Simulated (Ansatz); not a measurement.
Base system: SiC in the wurtzite structure (space group P6_3mc, No. 186; a = 3.056 Å, c = 5.016 Å). Axes: x lies along a and z along c of the hexagonal cell.

One thing is altered: uniaxial strain ε_zz = +1.80 %, all other strain components held at zero; the atoms relax in the strained cell.

Computed with LDA (Ansatz, a first-principles code; PAW; 420 eV plane waves; no SOC).

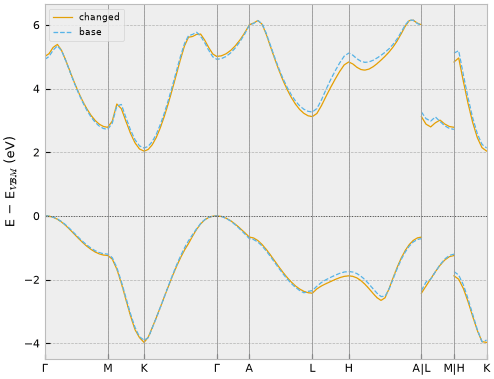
*Highest valence and lowest conduction band along the path, each from its own valence-band maximum*

Problem. From the figure, how large is the changed gap, and is it direct?

Solution. About 2.0 eV, indirect, Γ → K.

No phonon test of stability was made.
